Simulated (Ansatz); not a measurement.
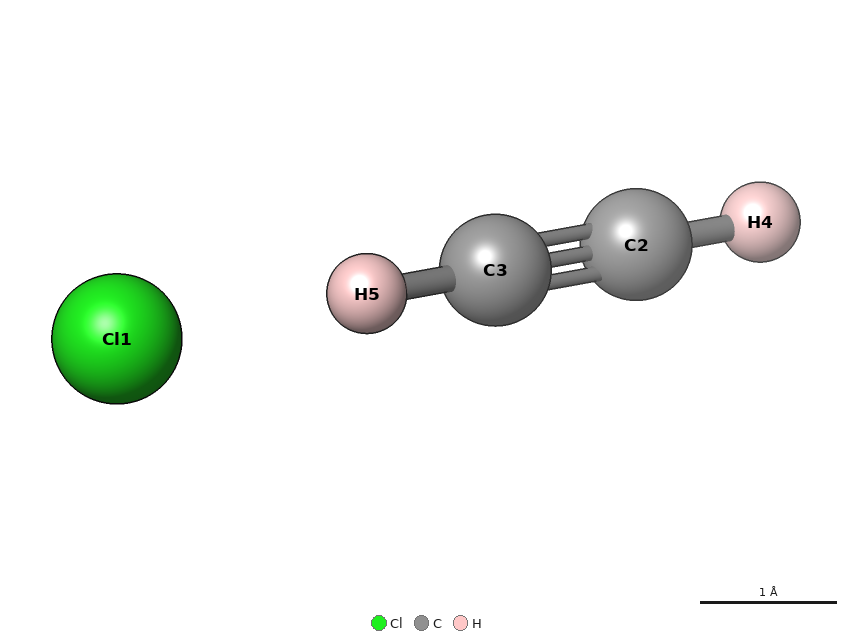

Orthographic view. Atoms fade into the background with distance from the viewer. The species has charge −1 and is a spin singlet. The geometry was computed by an optimisation with PBE-D4/def2-SVPD. No frequency run is at hand to confirm it as a minimum.

List all interatomic distances (Å) as a matrix.

| atom | Cl1 | C2 | C3 | H4 | H5 |
| --- | --- | --- | --- | --- | --- |
| Cl1 | 0.00 |  |  |  |  |
| C2 | 4.52 | 0.00 |  |  |  |
| C3 | 3.29 | 1.23 | 0.00 |  |  |
| H4 | 5.60 | 1.08 | 2.30 | 0.00 |  |
| H5 | 2.18 | 2.34 | 1.12 | 3.42 | 0.00 |
